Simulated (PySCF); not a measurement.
```xyz
13

C     1.6241    0.0472   -0.5127
Si    0.0076    0.0029    0.4014
C    -1.4383   -0.3093   -0.7479
O    -0.2651    1.4321    1.2275
O     0.1648   -1.2028    1.5384
H     1.6072    0.7968   -1.3188
H     2.4432    0.3027    0.1765
H     1.8493   -0.9334   -0.9597
H    -2.3947   -0.3443   -0.2016
H    -1.3171   -1.2741   -1.2652
H    -1.5185    0.4723   -1.5211
H    -0.9758    1.9852    0.8956
H    -0.4424   -1.1508    2.2816
```

Geometry: PBE0-D3(BJ)/def2-SVP.

The calculation used PBE0/pcSseg-1, SCF density, in a chloroform solvent model, non-relativistic (PySCF 2.14.0).

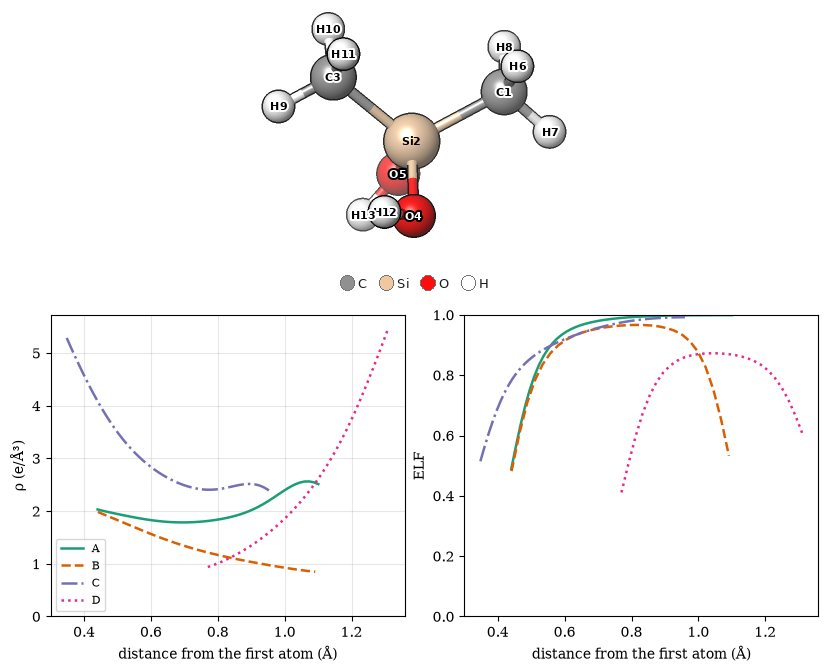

C2H8O2Si (SMILES C[Si](C)(O)O). Electron density and ELF along straight lines between neighbouring atoms. The curves leave out the atomic cores. The structure is drawn too.

Q: Which curve belongs to which contact (C–H, C–Si, O–H and Si–O)? The first atom named is at distance zero.

A: Curve A: C–H (1.10 Å): ρ at the midpoint is about 1.9 e/Å³; the ELF climbs to about 1 towards the hydrogen, as it does in any bond to H (an ordinary covalent bond to hydrogen). Curve B: C–Si (1.86 Å): ρ at the midpoint is about 1 e/Å³; the ELF peaks at about 0.95 between the atoms: localised, covalent bonding. Curve C: O–H (0.96 Å): ρ is about 3.7 e/Å³ halfway; the ELF climbs to about 1 towards the hydrogen; an ordinary covalent bond to hydrogen. Curve D: Si–O (1.66 Å): ρ at the midpoint is about 1.1 e/Å³; the ELF peaks at about 0.85 between the atoms: a shared but strongly polarised pair.
